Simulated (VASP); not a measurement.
# A VASP study of Si2Mo (PBE + D3(BJ)): structure first, properties next, part 2 of 2

How well does PBE + D3(BJ) reproduce what experiment finds for Si2Mo? The cell is relaxed first, and properties follow on it. The start is a cell from a database of measured crystal structures.

VASP 6.6.1, plane waves and PAW; the level of theory is named at each step.

So far. Step 5 (Bands along the symmetry lines (PBE + D3(BJ))): There is no gap at this level. Step 6 (Density of states (PBE + D3(BJ))): The finer mesh and the other smearing move the Fermi level by +0.06 eV from the 10×10×10 run, one measure of the sampling error in the zero of the bands above. Of the states within 0.3 eV of the Fermi level, the largest shares in the PAW spheres are Mo d 58 % and Si p 13 %. The relaxed cell has a = 3.178, c = 7.790 Å (conventional setting).

The database entry behind the starting cell is an old determination (1927), so it need not match the best structure at ambient conditions.

## 7. Band structure (PBE + D3(BJ) + SOC) (continued)

Electronic bands along the path, in eV, zero at the Fermi level; # counts the bands kept:

| point | #11 | #12 | #13 | #14 | #15 | #16 | #17 | #18 |
| --- | --- | --- | --- | --- | --- | --- | --- | --- |
| Γ | -2.63 | -2.63 | 0.42 | 0.42 | 3.13 | 3.13 | 3.27 | 3.27 |
| X | -3.12 | -3.12 | -1.17 | -1.17 | 2.42 | 2.42 | 2.85 | 2.85 |
| Y | -2.99 | -2.99 | -1.77 | -1.77 | 1.85 | 1.85 | 2.12 | 2.12 |
| S | -2.30 | -2.30 | -0.40 | -0.40 | 1.59 | 1.59 | 3.06 | 3.06 |
| Γ | -2.63 | -2.63 | 0.42 | 0.42 | 3.13 | 3.13 | 3.27 | 3.27 |
| Z | -0.53 | -0.53 | -0.50 | -0.50 | -0.40 | -0.40 | 0.56 | 0.56 |
| S1 | -2.30 | -2.30 | -0.40 | -0.40 | 1.59 | 1.59 | 3.06 | 3.06 |
| N | -2.59 | -2.59 | -0.50 | -0.50 | 2.37 | 2.37 | 3.16 | 3.16 |
| P | -2.12 | -2.12 | -2.04 | -2.04 | 0.37 | 0.37 | 2.42 | 2.42 |
| Y1 | -2.99 | -2.99 | -1.77 | -1.77 | 1.85 | 1.85 | 2.12 | 2.12 |
| Z | -0.53 | -0.53 | -0.50 | -0.50 | -0.40 | -0.40 | 0.56 | 0.56 |
| jump to X | -3.12 | -3.12 | -1.17 | -1.17 | 2.42 | 2.42 | 2.85 | 2.85 |
| P | -2.12 | -2.12 | -2.04 | -2.04 | 0.37 | 0.37 | 2.42 | 2.42 |

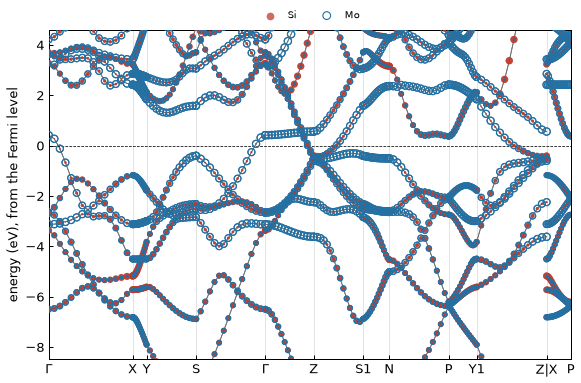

Electronic bands along the path; dots are coloured as in the legend, and their area grows with the weight.

There is no gap at this level.

## 8. Vibrations at Γ (PBE + D3(BJ))

This step: PBE with D3(BJ); plane waves and PAW (Si, Mo_sv) (VASP 6.6.1).

Zone-centre modes test whether the atoms sit at a minimum within this cell. IBRION = 6 takes the force constants from differences of forces between displaced cells, so the forces must be tight.

Contents of INCAR:

```
SYSTEM = Si2Mo
PREC = Accurate
ENCUT = 400
EDIFF = 1E-08
NELM = 100
ISMEAR = 1
SIGMA = 0.2
LREAL = .FALSE.
ALGO = Normal
GGA = PE
IVDW = 12
NBANDS = 17
LASPH = .TRUE.
LORBIT = 11
LWAVE = .FALSE.
LCHARG = .FALSE.
KPAR = 2
IBRION = 6
NFREE = 2
POTIM = 0.015
ISIF = 2
NSW = 1
```

Contents of POSCAR:

```
Si2Mo
1.0
   -1.5890689334      1.5890689334      3.8950969645
    1.5890689334     -1.5890689334      3.8950969645
    1.5890689334      1.5890689334     -3.8950969645
Si Mo
2 1
Direct
    0.3347889275      0.3347889275      0.0000000000
    0.6652110725      0.6652110725      0.0000000000
    0.0000000000      0.0000000000      0.0000000000
```

Contents of KPOINTS:

```
Automatic mesh
0
Gamma
17 17 17
0 0 0
```

The projector-augmented-wave data sets are Si and Mo_sv (PBE family, release 64).

Launch:

```
mpirun -np 2 vasp_std
```

It took 16 min on 2 MPI ranks of AMD EPYC 7R43, shared host; peak memory 1.8 GiB.

The last energy, forces, stress and levels in OUTCAR belong to the last displaced cell, not to the cell of POSCAR.

This step gave:

```yaml
bands: 17
irreducible_k_points: 405
pressure_of_the_cell: 0.03395 GPa
largest_force_of_the_cell: 0.03475 eV/Å
```

The modes at Γ (shares of kinetic energy by element, %):

| mode | frequency (cm⁻¹) | symmetry | Si % | Mo % |
| --- | --- | --- | --- | --- |
| 1 | 0.0 | acoustic | 37 | 63 |
| 2 | 0.0 | acoustic | 37 | 63 |
| 3 | 0.0 | acoustic | 37 | 63 |
| 4 | 287.4 | Eu | 63 | 37 |
| 5 | 287.4 | Eu | 63 | 37 |
| 6 | 332.5 | A2u | 63 | 37 |
| 7 | 341.7 | Eg | 100 | 0 |
| 8 | 341.7 | Eg | 100 | 0 |
| 9 | 445.6 | A1g | 100 | 0 |

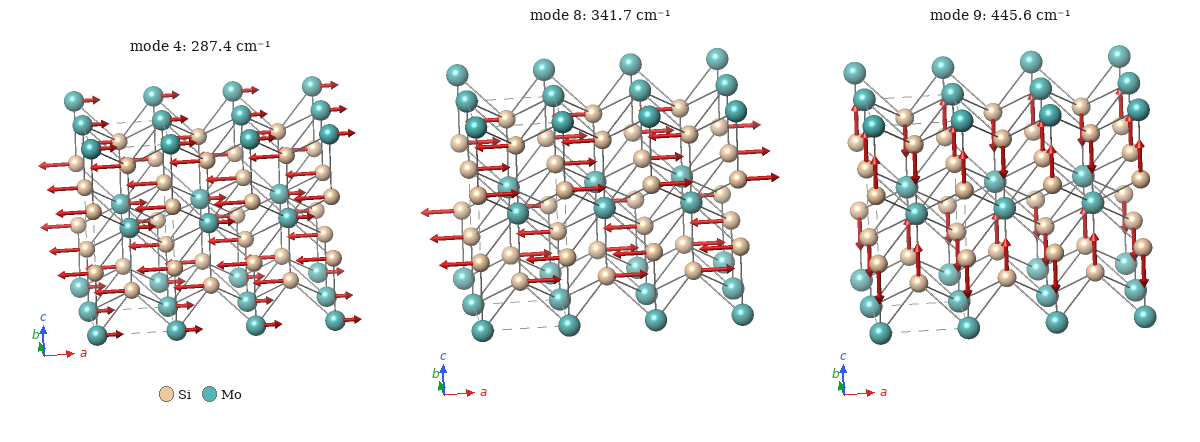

Displacement patterns of modes 4, 8 and 9 at Γ; arrows are exaggerated. 3×2×1 conventional cells are drawn. Some periodic images of atoms are drawn too.

The three acoustic modes come out at zero, and all others are real. By the characters of their eigenvectors the optical modes sort into (cm⁻¹) Raman active: Eg 342, A1g 446; infrared active: Eu 287, A2u 333. With a centre of inversion no mode is active in both.

## 9. Outcome

```yaml
relaxed_volume: 13.11 Å³/atom
relaxed_conventional_cell_a_b_c: 3.178, 3.178, 7.790 Å
space_group_after_relaxing_within_0p02_a: I4/mmm (No. 139)
band_gap: none, a metal
dos_at_the_fermi_level: 0.242 states/eV/cell
band_gap_pbe_d3_bj_soc: none, a metal
highest_zone_centre_mode: 446 cm⁻¹
```

What this shows: With PBE + D3(BJ), Si2Mo relaxes to 13.11 Å³/atom in space group I4/mmm (held by the symmetry of the run) and comes out as a metal. Against the listed cell the volume lies -2.3 % (a -0.7 %, c -0.9 %). Bands along the symmetry lines (PBE + D3(BJ)): Of the bands kept, 2 cross the Fermi level on this path. Band structure (PBE + D3(BJ) + SOC): Of the bands kept, 4 cross the Fermi level on this path (spinor bands, one electron each). Vibrations at Γ (PBE + D3(BJ)): The highest mode at Γ, 445.6 cm⁻¹, is mostly motion of Si (100 % of the kinetic energy). Modes at Γ alone can't show that the crystal is stable at other wave vectors. No search among competing phases was made, and a listed structure need not be the one stable at ambient conditions. All values are for a static lattice at zero temperature.

Comparison with the measured values:

| quantity | measured | PBE with D3(BJ) |
| --- | --- | --- |
| lattice constant a (Å) | 3.20519 | 3.178 (-0.8 %) |
| lattice constant c (Å) | 7.84461 | 7.790 (-0.7 %) |

Measured values from arxiv:2202.05362 (2022).

**Verdict.** The lattice constant a is off by -0.8 %: fair agreement. The lattice constant c is off by -0.7 %: good agreement. The grades are ours: good and fair within 0.7 and 1.5 % for the lattice constant a and 0.8 and 2 % for the lattice constant c. For lattice constants the calculation has a static lattice, without zero-point motion or thermal expansion.

[Lines on the potential files, build, host, timing and source positions are cut from VASP's logs without a mark.]

[Logs are printed without paths, hosts, clocks, repeated set-up lines and the standing remarks that a program may print on its own settings, such as how far it seeks lower states.]

[Hosts, paths, dates, database ids (printed as entryN), source tags and the programs' standing remarks are cut or masked in the printed files.]

[Measured values are set beside computed ones only where the two were judged alike; some that the calculation misses by far are left out.]
